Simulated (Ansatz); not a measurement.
**MoGe2: pressure series**

Base system: MoGe$_{2}$ (space group I4/mmm, No. 139; a = 3.3186 Å, c = 8.1923 Å; a cell from a computed database, its experimental status unchecked).

Cell and atoms are relaxed at each pressure.

Calculations: Ansatz (a quantum-chemistry and plane-wave program) r2SCAN, no SOC, earlier PAW set.

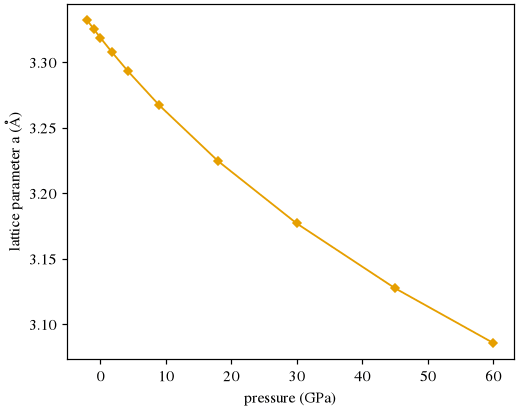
Lattice parameter a against pressure

| pressure (GPa) | lattice parameter a |
|---|---|
| -2 | 3.332 Å |
| -1 | 3.325 Å |
| 1.8 | 3.307 Å |
| 4.2 | 3.293 Å |
| 9 | 3.267 Å |
| 18 | 3.224 Å |
| 30 | 3.177 Å |
| 45 | 3.127 Å |
| 60 | 3.086 Å |

Load acts through the strain it causes; cell and atoms are relaxed under it. Whether these cells are dynamically stable was not tested. No other phases were tried under pressure. All final runs are without spin polarisation.
